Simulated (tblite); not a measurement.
## Molecular dynamics of C2H3BrF2

The run: molecular dynamics of C2H3BrF2. Method and program: GFN2-xTB Langevin dynamics, gas phase (tblite 0.8.0).

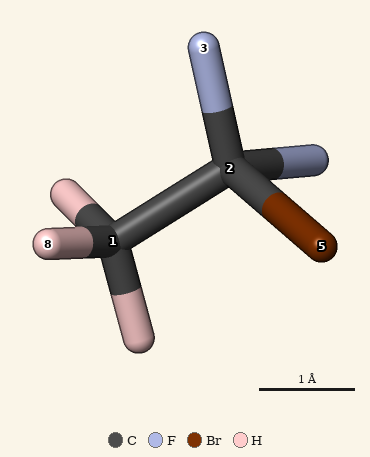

*The starting structure (stick view, seen at a tilt; atoms are numbered from 1 in the order of the input).*

Bond lengths as drawn: Br–C 1.98 Å, C–C 1.51 Å, C–F 1.34 Å and C–H 1.09 Å.

**Results in brief**

- outcome: finished
- mean temperature over the second half: 352 K
- trajectory: 25 frames kept, 12600 fs
- hardware: 1 CPU thread, shared host
- wall time: 32 s
- peak memory: 0.48 GiB

**Input**
```
{"job": {"dt": 1.5, "steps": 8000, "equilibration": 400, "friction": 0.005, "h_mass": 4.0, "temperature": 350, "xc": "GFN2-xTB", "basis": "xTB", "kind": "md"}, "charge": 0, "multiplicity": 1}
C     -0.805077    -0.192894    -0.101719
C      0.611153     0.270687     0.116366
F      0.889869     0.448287     1.416367
F      0.856524     1.444441    -0.484652
Br     1.922324    -1.030898    -0.588574
H     -0.989028    -0.317991    -1.165956
H     -1.487624     0.555329     0.300086
H     -0.961912    -1.139312     0.409822
```

The first line tells a small driver script what to run in tblite; the rest is the geometry in Å.

Run as:
```bash
OMP_NUM_THREADS=1 python <driver script> task.json out
```

**Output**
```
t/fs     T/K   E - E0/eV
     0.0    436.2    -0.0000
   525.0    231.5     0.2392
  1050.0    419.4     0.2514
  1575.0    411.1     0.2605
  2100.0    482.7     0.1753
  2625.0    331.7     0.2620
  3150.0    554.3     0.1874
  3675.0    290.0     0.3710
  4200.0    277.5     0.2008
  4725.0    524.4     0.2837
  5250.0    242.9     0.2860
  5775.0    359.7     0.1867
  6300.0    322.3     0.3599
  6825.0    265.1     0.3421
  7350.0    302.0     0.2371
  7875.0    488.3     0.1150
  8400.0    248.3     0.2121
  8925.0    377.1     0.2095
  9450.0    268.6     0.3543
  9975.0    429.8     0.4659
 10500.0    379.2     0.5213
 11025.0    318.9     0.3369
 11550.0    351.0     0.2801
 12075.0    413.1     0.2484
 12600.0    417.5     0.3335
```

**Trajectory as extended XYZ (Å, eV, eV/Å), 13 of the 25 frames kept, from step=0 to step=8400**
```
8
Properties=species:S:1:pos:R:3:forces:R:3 step=0 time_fs=0.0 energy=-526.81455 temperature=436.2
C    -0.8051   -0.1929   -0.1017    0.0000  -0.0020   0.0000
C     0.6112    0.2707    0.1164   -0.0020   0.0010  -0.0010
F     0.8899    0.4483    1.4164    0.0000   0.0010   0.0000
F     0.8565    1.4444   -0.4847    0.0010   0.0010   0.0000
Br    1.9223   -1.0309   -0.5886   -0.0030   0.0000   0.0000
H    -0.9890   -0.3180   -1.1660    0.0030   0.0010   0.0000
H    -1.4876    0.5553    0.3001    0.0010   0.0010   0.0000
H    -0.9619   -1.1393    0.4098    0.0010  -0.0020   0.0010
8
Properties=species:S:1:pos:R:3:forces:R:3 step=700 time_fs=1050.0 energy=-526.56311 temperature=419.4
C    -1.2019   -0.1381   -0.3196   -1.6720  -1.2470  -0.0490
C     0.1501    0.1819   -0.8909   -0.1690   0.2440   0.1220
F     1.1306    0.4497    0.0084   -0.7400   0.2000  -0.5450
F     0.0232    1.2102   -1.7664    0.4670  -0.0100   0.6100
Br    0.7908   -1.3260   -1.9676    0.1000  -0.2150  -0.0570
H    -1.9194   -0.1994   -1.1611    0.5140  -0.0640  -0.0560
H    -1.7386    0.5360    0.3469    0.9490   0.5260   0.1990
H    -1.2738   -1.1384    0.1615    0.5520   0.5660  -0.2250
8
Properties=species:S:1:pos:R:3:forces:R:3 step=1400 time_fs=2100.0 energy=-526.63925 temperature=482.7
C    -0.9839   -0.9071    0.3705    1.6210  -1.0040  -0.4850
C    -0.3308   -0.7699   -1.0109   -1.2830   0.2510   0.6520
F     0.5621   -1.7114   -1.2177    0.5220  -0.3650  -0.3080
F     0.2849    0.4213   -1.0302    0.1820  -0.0130  -0.4260
Br   -1.6383   -0.7975   -2.5578    0.3310  -0.0170   0.4400
H    -1.6836   -0.1506    0.5078   -1.4210   1.0380   0.1090
H    -0.1392   -0.6694    1.0181   -0.0020  -0.2180   0.4050
H    -1.3623   -1.9039    0.6185    0.0490   0.3300  -0.3880
8
Properties=species:S:1:pos:R:3:forces:R:3 step=2100 time_fs=3150.0 energy=-526.62718 temperature=554.3
C    -0.1223   -2.5052   -2.0248    1.2170   1.1750   0.9550
C    -0.1487   -1.0058   -1.6139    0.4450  -0.8490  -0.0810
F     1.0940   -0.6324   -1.2850    0.2780   0.2820   0.0170
F    -0.9023   -0.7334   -0.5301    0.0610  -0.6230   0.1020
Br   -0.8415    0.1821   -2.9492   -0.0620   0.2940  -0.7270
H    -1.1026   -2.7432   -2.3073   -1.2070  -0.6460  -0.5060
H     0.1489   -3.0168   -1.0832   -0.0300  -0.0970  -0.5930
H     0.6174   -2.7293   -2.8357   -0.7010   0.4630   0.8330
8
Properties=species:S:1:pos:R:3:forces:R:3 step=2800 time_fs=4200.0 energy=-526.61373 temperature=277.5
C     0.2143   -2.7524   -3.4612   -0.9010   1.4310   0.7400
C     0.2214   -1.2250   -3.5320   -0.6480   0.4790   0.6100
F     0.9422   -0.5990   -4.4683    0.1580  -0.7550  -0.1060
F     0.6665   -0.7002   -2.3579    0.0340  -0.3930  -0.2430
Br   -1.6073   -0.4834   -3.7307   -0.2010  -0.1140  -0.0830
H    -0.4262   -3.0506   -2.6235    0.0560   0.2870   0.0650
H     1.2030   -2.9920   -3.1927    1.2340  -0.8290  -0.1570
H    -0.2201   -3.2315   -4.3080    0.2670  -0.1050  -0.8260
8
Properties=species:S:1:pos:R:3:forces:R:3 step=3500 time_fs=5250.0 energy=-526.52852 temperature=242.9
C    -1.6991   -2.0535   -5.1958    2.0660   1.2720  -2.8810
C    -0.4917   -1.0671   -5.0896   -1.8880  -0.1760   2.0610
F     0.1536   -0.9870   -6.1910    1.4450  -0.2370  -1.6210
F     0.3387   -1.4163   -4.0585   -0.2800  -0.0880  -0.8400
Br   -0.9960    0.8258   -4.6763   -0.2750  -0.1210   0.0920
H    -2.0685   -2.2117   -4.2594   -1.2420  -0.4010   2.1760
H    -1.2363   -2.9540   -5.6145   -0.2540  -0.0980   0.1860
H    -2.4245   -1.6770   -5.9533    0.4280  -0.1500   0.8270
8
Properties=species:S:1:pos:R:3:forces:R:3 step=4200 time_fs=6300.0 energy=-526.45463 temperature=322.3
C    -3.4804   -1.0401   -5.5081   -1.2660  -1.0560   0.5760
C    -2.1375   -0.7168   -4.9104    0.6510  -0.4770  -0.4550
F    -1.3324   -0.1245   -5.8808   -0.6230  -0.7870   1.4820
F    -1.4587   -1.8309   -4.4090   -0.7440   1.5320  -0.8460
Br   -2.4464    0.5116   -3.4115    0.5250   0.1010  -0.0100
H    -4.3468   -0.7575   -4.8827    0.6250   0.2330  -0.0640
H    -3.6738   -2.0958   -5.6856    0.6410  -0.4290   0.1880
H    -3.6245   -0.6182   -6.4676    0.1910   0.8830  -0.8720
8
Properties=species:S:1:pos:R:3:forces:R:3 step=4900 time_fs=7350.0 energy=-526.57748 temperature=302.0
C    -1.8611   -1.3858   -5.4325    2.0760  -0.0620   3.0200
C    -1.3472   -0.3070   -4.4048   -1.9810  -0.4890  -0.7700
F    -0.7575    0.7621   -4.9358    0.3160  -0.2680  -0.2200
F    -0.5636   -0.8161   -3.4746    0.3190  -0.0900   0.1610
Br   -3.0048    0.4037   -3.5404    0.0310   0.1230   0.3170
H    -2.3783   -2.1685   -4.8286    0.3210   0.5990  -0.6310
H    -0.9240   -1.7684   -5.8132   -0.0730  -0.4350  -0.6110
H    -2.4714   -0.9331   -6.1344   -1.0080   0.6220  -1.2660
8
Properties=species:S:1:pos:R:3:forces:R:3 step=5600 time_fs=8400.0 energy=-526.60247 temperature=248.3
C    -3.1099   -0.8775   -5.2366    0.1450   0.0450   1.3920
C    -1.9395   -0.0670   -4.6548    0.2080  -1.1540  -0.7840
F    -1.6095    0.9155   -5.4697    0.2260   0.8440  -0.7500
F    -0.8019   -0.8294   -4.5743   -0.5850   0.1600   0.2020
Br   -2.2780    0.7509   -2.9612   -0.1640   0.0050   0.6970
H    -3.1473   -1.8248   -4.6004   -0.1330   1.0010  -1.3700
H    -2.9799   -0.9600   -6.3250    0.1310  -0.5520   0.5890
H    -4.0210   -0.2830   -5.0729    0.1730  -0.3480   0.0240
8
Properties=species:S:1:pos:R:3:forces:R:3 step=6300 time_fs=9450.0 energy=-526.46023 temperature=268.6
C    -1.4505   -1.9801   -3.9108    0.6550   0.3860   0.0730
C    -0.3768   -1.0449   -3.3921    1.0650   0.2470  -0.0640
F    -0.3088    0.1369   -4.1008    0.4050  -1.5880   0.3160
F     0.8517   -1.7114   -3.3653   -1.2680   1.3070  -0.4050
Br   -0.6081   -0.3460   -1.5027   -0.1060  -0.4760  -0.4040
H    -1.2130   -3.0063   -3.6958    0.6380  -0.4180  -0.3070
H    -1.6881   -1.8078   -4.9611    0.2920  -0.0310   0.1480
H    -2.2989   -1.8297   -3.3198   -1.6820   0.5720   0.6420
8
Properties=species:S:1:pos:R:3:forces:R:3 step=7000 time_fs=10500.0 energy=-526.29323 temperature=379.2
C    -1.3347   -1.7781   -4.3233   -0.7660  -2.0630   0.5430
C    -0.1661   -1.5548   -3.3549   -0.2890   0.0700  -0.2270
F     0.7277   -0.6309   -3.6808    0.3070  -0.0130  -0.6010
F     0.5318   -2.7158   -3.1545   -0.7150   0.9510   0.0270
Br   -0.8682   -0.8046   -1.5988    0.0550  -0.5140  -0.2560
H    -1.9457   -2.5279   -3.6264    0.6380   1.3680  -1.8460
H    -1.0196   -2.3681   -5.2808   -0.3660   1.1670   1.7460
H    -1.9845   -0.8978   -4.6080    1.1360  -0.9660   0.6160
8
Properties=species:S:1:pos:R:3:forces:R:3 step=7700 time_fs=11550.0 energy=-526.53445 temperature=351.0
C     0.2193   -1.4430   -4.3982   -0.9830  -2.2770  -0.5360
C    -0.1803   -2.0585   -3.0721    0.0930  -1.2640   0.1600
F     0.8452   -2.8033   -2.5646   -0.5440   0.6630  -0.1630
F    -1.1992   -3.0122   -3.1763    0.9020   1.7720   0.2230
Br   -0.5588   -0.5832   -1.6936   -0.0830  -0.8640  -0.5900
H     0.1820   -2.2696   -5.1840    0.2820   0.9130   0.9370
H     1.1803   -1.0243   -4.3198    1.2030   0.2930   0.1180
H    -0.4507   -0.6926   -4.7175   -0.8700   0.7630  -0.1500
8
Properties=species:S:1:pos:R:3:forces:R:3 step=8400 time_fs=12600.0 energy=-526.48104 temperature=417.5
C    -0.2549   -3.6147   -3.4530    1.1250  -1.3120   1.9480
C    -1.0290   -2.8913   -2.3582   -0.0820  -1.4810   0.2710
F    -0.6030   -3.2430   -1.1208    1.0500   0.8640   0.0920
F    -2.2474   -3.4513   -2.2832   -1.0700   0.2710  -0.7230
Br   -1.2030   -0.9864   -2.5855    0.0780   0.1460   0.1090
H     0.1016   -4.5903   -2.9571   -0.2420   1.2340  -0.5780
H     0.6242   -3.0981   -3.8259   -0.3060   0.1340  -0.0540
H    -0.9401   -3.9507   -4.1823   -0.5520   0.1450  -1.0660
```

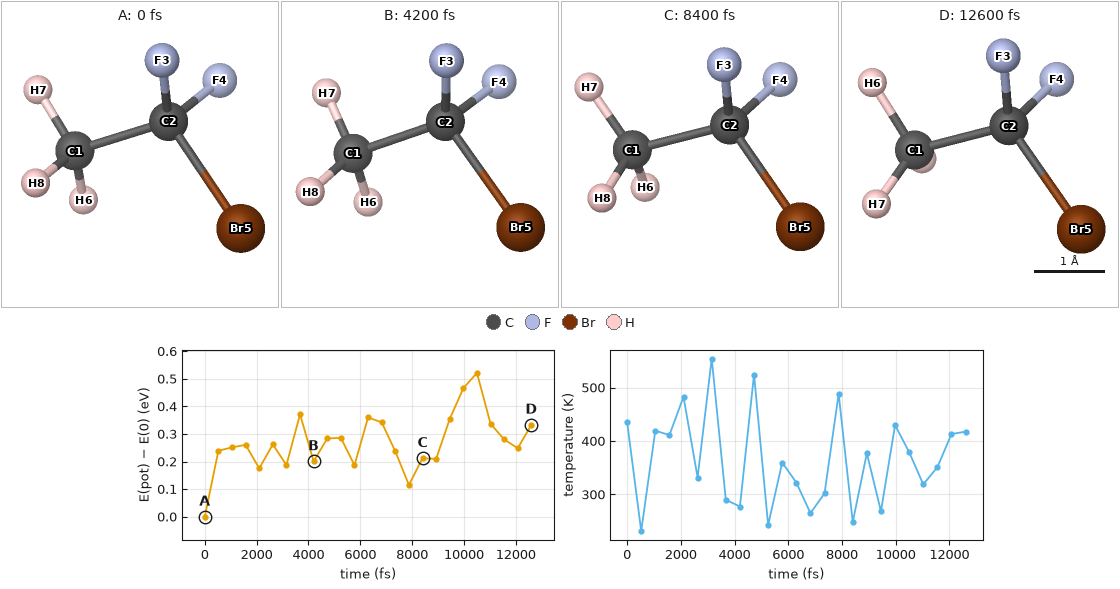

*Frames of the molecular dynamics (ball-and-stick, seen at a tilt) above the curves, on which the letters mark them.*

The trajectory kept here has 25 frames over 12600 fs. The temperature starts at 436 K, ranges from 232 to 554 K and averages 352 K over the second half. The potential energy ends 0.334 eV above its first value. After an unweighted best fit of the last frame on the first, the root-mean-square displacement is 1.17 Å.
